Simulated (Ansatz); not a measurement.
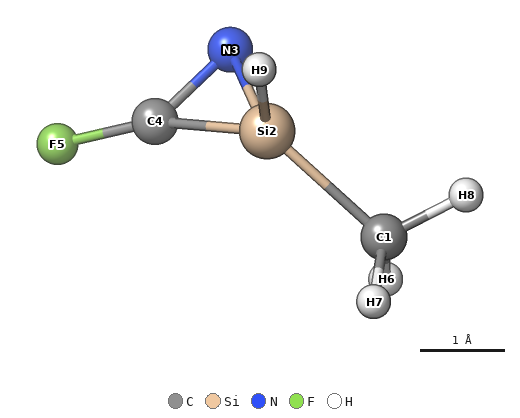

The input geometry (ball-and-stick view, seen at a tilt; atoms are numbered from 1 in the order of the input). Bond lengths as drawn: C–F 1.34 Å, C–H 1.11 Å, C–N 1.28 Å, C–Si 1.80 to 1.88 Å, H–Si 1.50 Å and N–Si 1.86 Å.

## C2H4FNSi: nudged elastic band

C2H4FNSi, SMILES C[SiH]1N=C1F, computed with RKS revPBE/def2-SVP (Ansatz 0.2.0).

One setting was made poor on purpose. It belongs to a series of runs on one base structure; here: band between the two ends. Figures and captions count atoms from 1; the log counts them from 0 in places.

Input
```yaml
crystal:
  periodic: [false, false, false]
  atoms:
    - { symbol: C, position_ang: [-1.333899, -0.479681, -0.248966] }
    - { symbol: Si, position_ang: [0.231073, 0.129833, 0.594229] }
    - { symbol: "N", position_ang: [1.884249, -0.513177, 0.033147] }
    - { symbol: C, position_ang: [1.695643, 0.714929, -0.275618] }
    - { symbol: F, position_ang: [2.510561, 1.550673, -0.93114] }
    - { symbol: H, position_ang: [-1.156265, -0.647986, -1.329291] }
    - { symbol: H, position_ang: [-2.156579, 0.256195, -0.132926] }
    - { symbol: H, position_ang: [-1.66715, -1.434833, 0.209243] }
    - { symbol: H, position_ang: [0.080968, 0.377749, 2.064123] }
basis:
  gaussian: { orbitals: def2-SVP }
hamiltonian:
  xc: revpbe
neb:
  order_check: false
  images: 9
  f_tol: 0.05
  max_iterations: 60
  initial_path: idpp
  spring: 50.0
  final_atoms:
    - { symbol: C, position_ang: [-1.34094716, -0.46411232, -0.23342475] }
    - { symbol: Si, position_ang: [0.30826006, -0.06538127, 0.5744774] }
    - { symbol: "N", position_ang: [1.88454887, -0.35923149, -0.3691776] }
    - { symbol: C, position_ang: [1.62122943, 0.8839034, -0.21206364] }
    - { symbol: F, position_ang: [2.31313978, 1.94901823, -0.63545803] }
    - { symbol: H, position_ang: [-1.5889931, -1.53708348, -0.08842244] }
    - { symbol: H, position_ang: [-1.30459091, -0.25253822, -1.32035179] }
    - { symbol: H, position_ang: [-2.15749467, 0.13610581, 0.21980027] }
    - { symbol: H, position_ang: [0.35344869, -0.33697866, 2.04742158] }
```

Machine: 2 threads of AMD EPYC (Zen 5), 128 GiB of memory available, shared host.

Command:
```bash
ansatz run input.yaml --threads 2 --pin off --max-ram 3072MiB --backend cpu --events-out ev --progress --plain --runs-dir out
```

The program's output
```
Engine: ansatz 0.2.0, x86_64-unknown-linux-gnu
Functional definition: revPBE
  parameter kappa = 1.245
  parameter beta = 0.06672455060314922
  exchange = pbe_x(kappa = kappa, mu = beta*pi^2/3)
  correlation = pbe_c(beta = beta)
1064 factors; their error is unknown
mean field evaluation 1: about -14200.4479 eV, gradient 6.9e1 eV
mean field evaluation 2: about -14150.7978 eV, gradient 1.4e2 eV
mean field evaluation 4: about -14211.2952 eV, gradient 1.3e1 eV
mean field evaluation 8: about -14211.6948 eV, gradient 1.0e-1 eV
mean field evaluation 16: about -14211.6188 eV, gradient 1.6e-3 eV
mean field -14211.61876775 eV, -522.2673567337 hartree, gradient 7.6e-5 eV, S^2 0.000000; 0 other end points of the search recorded, 0 dependent functions left out
the calculation of the forces begins
reference -14211.61880514 eV, -522.2673581076 hartree; 23, 23 occupied and 71, 71 virtual orbitals, 1064 factors
1064 factors; their error is unknown
mean field evaluation 32: about -14211.6188 eV, gradient 3.0e-2 eV
mean field -14211.61880549 eV, -522.2673581205 hartree, gradient 1.9e-5 eV, S^2 0.000000; 0 other end points of the search recorded, 0 dependent functions left out
[... from here on the field's lines of each further geometry are left out, up to the last ...]
NEB iter   1: max|band force component| = 2.611e-1 eV/Å  barrier→ = 0.0434 eV  barrier← = 0.0434 eV  CI = image 5  Δτ_max = 0.0338 Å  (321 SCF iters)
NEB iter   2: max|band force component| = 1.238e-1 eV/Å  barrier→ = 0.0359 eV  barrier← = 0.0359 eV  CI = image 5  Δτ_max = 0.0197 Å  (277 SCF iters)
the calculation of the forces begins
reference -14211.61529898 eV, -522.2672292588 hartree; 23, 23 occupied and 71, 71 virtual orbitals, 1064 factors
1064 factors; their error is unknown
mean field -14211.58406124 eV, -522.2660812931 hartree, gradient 2.6e-5 eV, S^2 0.000000; 1 other end points of the search recorded, 0 dependent functions left out
the calculation of the forces begins
reference -14211.58409914 eV, -522.2660826857 hartree; 23, 23 occupied and 71, 71 virtual orbitals, 1064 factors
NEB iter   3: max|band force component| = 3.906e-2 eV/Å  barrier→ = 0.0347 eV  barrier← = 0.0347 eV  CI = image 5  Δτ_max = 0.0000 Å  (549 SCF iters)
```

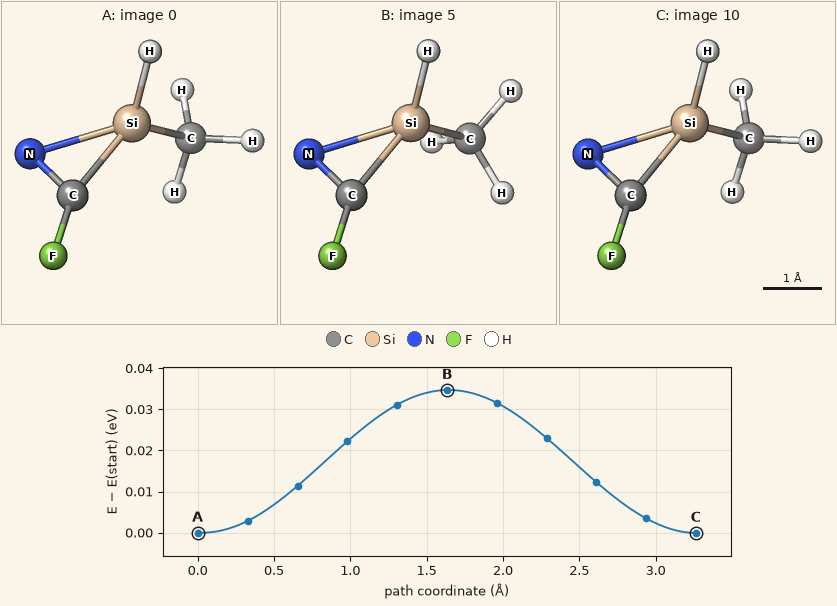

Images of the last band (counted from 0; ball-and-stick, seen at a tilt) above the energy along the path; the line is a cubic interpolation that uses the forces. The highest image is number 5, 0.035 eV above the start and 0.035 eV above the end (the climbing image); start and end have the same energy. The path is 3.26 Å long. The band converged in 3 iterations.

```
Total energy: -14211.58409914 eV, -522.2660826857 hartree
Atom 0 at    -1.301915    -0.570955    -0.236783 Å, force     0.005361     0.008049    -0.003737 eV/Å
Atom 1 at     0.313318    -0.049540     0.582835 Å, force     0.036512     0.006183    -0.014396 eV/Å
Atom 2 at     1.901516    -0.193343    -0.380805 Å, force    -0.026007     0.003686     0.012817 eV/Å
Atom 3 at     1.538899     1.019809    -0.192361 Å, force     0.004010     0.000058    -0.004821 eV/Å
Atom 4 at     2.132113     2.147880    -0.604193 Å, force    -0.003649    -0.004083     0.002327 eV/Å
Atom 5 at    -1.093965    -1.309913    -1.038249 Å, force     0.000980    -0.008155     0.002516 eV/Å
Atom 6 at    -1.819077     0.293411    -0.699889 Å, force    -0.005403     0.001480     0.004965 eV/Å
Atom 7 at    -1.983497    -1.033958     0.504714 Å, force    -0.012721    -0.005531    -0.007948 eV/Å
Atom 8 at     0.401209    -0.349690     2.047531 Å, force     0.000917    -0.001688     0.008278 eV/Å
Dipole moment:    -0.626118    -0.093820     0.174316 e Å
this run last wrote the band of iteration 3 to [file]
```

The last band as extended XYZ (Å, eV, eV/Å)
```
9
Properties=species:S:1:pos:R:3:forces:R:3 image=0 energy=-14211.61877
C    -1.3339   -0.4797   -0.2490    0.0020   0.0006   0.0005
Si    0.2311    0.1298    0.5942    0.0041   0.0002   0.0024
N     1.8842   -0.5132    0.0331    0.0019  -0.0052  -0.0014
C     1.6956    0.7149   -0.2756   -0.0048   0.0028  -0.0006
F     2.5106    1.5507   -0.9311    0.0016   0.0018  -0.0034
H    -1.1563   -0.6480   -1.3293    0.0010  -0.0006  -0.0001
H    -2.1566    0.2562   -0.1329    0.0002   0.0009  -0.0008
H    -1.6671   -1.4348    0.2092   -0.0014   0.0001  -0.0006
H     0.0810    0.3777    2.0641   -0.0046  -0.0004   0.0039
9
Properties=species:S:1:pos:R:3:forces:R:3 image=1 energy=-14211.61592
C    -1.3272   -0.4981   -0.2453   -0.0003  -0.0027   0.0051
Si    0.2459    0.0884    0.5994    0.0151   0.0003  -0.0005
N     1.9003   -0.4645   -0.0516   -0.0062   0.0001   0.0051
C     1.6659    0.7753   -0.2690   -0.0026   0.0045   0.0015
F     2.4350    1.6799   -0.8881    0.0034  -0.0068  -0.0043
H    -1.1185   -0.7846   -1.2950   -0.0008   0.0077  -0.0029
H    -2.0976    0.3009   -0.2437   -0.0063  -0.0023   0.0065
H    -1.7474   -1.3754    0.2897    0.0009  -0.0073  -0.0105
H     0.1322    0.2319    2.0864   -0.0034   0.0065   0.0001
9
Properties=species:S:1:pos:R:3:forces:R:3 image=2 energy=-14211.60739
C    -1.3217   -0.5168   -0.2421   -0.0001  -0.0005   0.0064
Si    0.2617    0.0497    0.6003    0.0280   0.0016  -0.0042
N     1.9106   -0.4081   -0.1361   -0.0141   0.0000   0.0104
C     1.6358    0.8366   -0.2570   -0.0041   0.0041   0.0019
F     2.3599    1.8051   -0.8324    0.0036  -0.0105  -0.0068
H    -1.0956   -0.9219   -1.2486    0.0004   0.0104  -0.0070
H    -2.0333    0.3268   -0.3580   -0.0108  -0.0013   0.0126
H    -1.8207   -1.3036    0.3603    0.0024  -0.0146  -0.0163
H     0.1919    0.0859    2.0964   -0.0055   0.0109   0.0030
9
Properties=species:S:1:pos:R:3:forces:R:3 image=3 energy=-14211.59653
C    -1.3160   -0.5349   -0.2396   -0.0002   0.0049   0.0017
Si    0.2783    0.0140    0.5981    0.0357   0.0033  -0.0081
N     1.9140   -0.3441   -0.2201   -0.0210   0.0004   0.0136
C     1.6048    0.8982   -0.2398   -0.0027   0.0014   0.0008
F     2.2844    1.9253   -0.7660    0.0015  -0.0104  -0.0066
H    -1.0849   -1.0566   -1.1902    0.0018   0.0084  -0.0064
H    -1.9648    0.3342   -0.4736   -0.0104  -0.0009   0.0147
H    -1.8849   -1.2215    0.4199    0.0004  -0.0178  -0.0162
H     0.2577   -0.0609    2.0940   -0.0050   0.0105   0.0066
9
Properties=species:S:1:pos:R:3:forces:R:3 image=4 energy=-14211.58759
C    -1.3095   -0.5530   -0.2377    0.0020   0.0093  -0.0021
Si    0.2956   -0.0189    0.5924    0.0383   0.0050  -0.0109
N     1.9106   -0.2722   -0.3024   -0.0248   0.0023   0.0141
C     1.5725    0.9597   -0.2181    0.0012  -0.0004  -0.0021
F     2.2084    2.0400   -0.6898   -0.0015  -0.0078  -0.0034
H    -1.0849   -1.1867   -1.1199    0.0029   0.0002  -0.0042
H    -1.8931    0.3226   -0.5881   -0.0092   0.0015   0.0114
H    -1.9391   -1.1311    0.4684   -0.0064  -0.0155  -0.0116
H     0.3281   -0.2067    2.0780   -0.0026   0.0054   0.0088
9
Properties=species:S:1:pos:R:3:forces:R:3 image=5 energy=-14211.58406
C    -1.3019   -0.5710   -0.2368    0.0054   0.0080  -0.0037
Si    0.3133   -0.0495    0.5828    0.0365   0.0062  -0.0144
N     1.9015   -0.1933   -0.3808   -0.0260   0.0037   0.0128
C     1.5389    1.0198   -0.1924    0.0040   0.0001  -0.0048
F     2.1321    2.1479   -0.6042   -0.0036  -0.0041   0.0023
H    -1.0940   -1.3099   -1.0382    0.0010  -0.0082   0.0025
H    -1.8191    0.2934   -0.6999   -0.0054   0.0015   0.0050
H    -1.9835   -1.0340    0.5047   -0.0127  -0.0055  -0.0079
H     0.4012   -0.3497    2.0475    0.0009  -0.0017   0.0083
9
Properties=species:S:1:pos:R:3:forces:R:3 image=6 energy=-14211.58720
C    -1.2937   -0.5897   -0.2376    0.0056   0.0063  -0.0026
Si    0.3314   -0.0781    0.5671    0.0348   0.0067  -0.0136
N     1.8893   -0.1085   -0.4533   -0.0260   0.0050   0.0107
C     1.5054    1.0777   -0.1633    0.0046   0.0019  -0.0060
F     2.0587    2.2478   -0.5075   -0.0060  -0.0019   0.0062
H    -1.1133   -1.4247   -0.9467   -0.0009  -0.0144   0.0081
H    -1.7464    0.2463   -0.8069    0.0005   0.0002  -0.0032
H    -2.0172   -0.9319    0.5294   -0.0170   0.0053  -0.0054
H     0.4745   -0.4853    2.0014    0.0044  -0.0091   0.0057
9
Properties=species:S:1:pos:R:3:forces:R:3 image=7 energy=-14211.59576
C    -1.2843   -0.6087   -0.2395    0.0026   0.0034   0.0015
Si    0.3506   -0.1063    0.5476    0.0320   0.0068  -0.0119
N     1.8745   -0.0195   -0.5186   -0.0240   0.0043   0.0082
C     1.4704    1.1318   -0.1314    0.0034   0.0037  -0.0057
F     1.9839    2.3380   -0.4047   -0.0065  -0.0004   0.0091
H    -1.1406   -1.5281   -0.8457   -0.0038  -0.0148   0.0124
H    -1.6728    0.1843   -0.9084    0.0051  -0.0041  -0.0084
H    -2.0423   -0.8243    0.5406   -0.0150   0.0138  -0.0070
H     0.5492   -0.6135    1.9430    0.0062  -0.0127   0.0017
9
Properties=species:S:1:pos:R:3:forces:R:3 image=8 energy=-14211.60647
C    -1.2738   -0.6280   -0.2421   -0.0007   0.0024   0.0068
Si    0.3712   -0.1345    0.5245    0.0258   0.0053  -0.0074
N     1.8572    0.0721   -0.5770   -0.0180   0.0039   0.0057
C     1.4341    1.1811   -0.0975    0.0030   0.0041  -0.0053
F     1.9074    2.4176   -0.2975   -0.0054   0.0001   0.0092
H    -1.1756   -1.6177   -0.7365   -0.0051  -0.0133   0.0113
H    -1.5999    0.1078   -1.0030    0.0058  -0.0054  -0.0106
H    -2.0582   -0.7121    0.5377   -0.0109   0.0147  -0.0079
H     0.6261   -0.7327    1.8741    0.0056  -0.0118  -0.0018
9
Properties=species:S:1:pos:R:3:forces:R:3 image=9 energy=-14211.61526
C    -1.2626   -0.6474   -0.2451   -0.0029   0.0020   0.0048
Si    0.3937   -0.1625    0.4989    0.0140   0.0017  -0.0023
N     1.8373    0.1653   -0.6282   -0.0090   0.0029   0.0030
C     1.3968    1.2252   -0.0611    0.0024   0.0030  -0.0040
F     1.8289    2.4862   -0.1869   -0.0029   0.0003   0.0059
H    -1.2174   -1.6915   -0.6214   -0.0042  -0.0063   0.0073
H    -1.5289    0.0181   -1.0895    0.0046  -0.0057  -0.0060
H    -2.0653   -0.5970    0.5194   -0.0055   0.0089  -0.0061
H     0.7061   -0.8428    1.7968    0.0035  -0.0068  -0.0025
9
Properties=species:S:1:pos:R:3:forces:R:3 image=10 energy=-14211.61881
C    -1.2988   -0.5825   -0.2095   -0.0059  -0.0039  -0.0016
Si    0.3666   -0.1237    0.5306   -0.0010   0.0041   0.0020
N     1.8684   -0.0578   -0.5655    0.0025  -0.0016  -0.0005
C     1.4874    1.0991   -0.1709   -0.0052   0.0020   0.0020
F     2.0157    2.2975   -0.4490    0.0025  -0.0007  -0.0016
H    -1.4135   -1.6869   -0.2392   -0.0004   0.0077   0.0002
H    -1.3893   -0.1889   -1.2412    0.0008  -0.0026   0.0062
H    -2.1290   -0.1725    0.4030    0.0063  -0.0028  -0.0048
H     0.5811   -0.6305    1.9244    0.0005  -0.0024  -0.0018
```

Results in brief

- outcome: converged
- barrier, forward: 0.035 eV
- barrier, backward: 0.035 eV
- wall time: 18 s (CPU time 34 s)
- peak memory: 0.15 GiB

Notes

A deliberately poor setting: spring. The order of the saddle point was not checked.
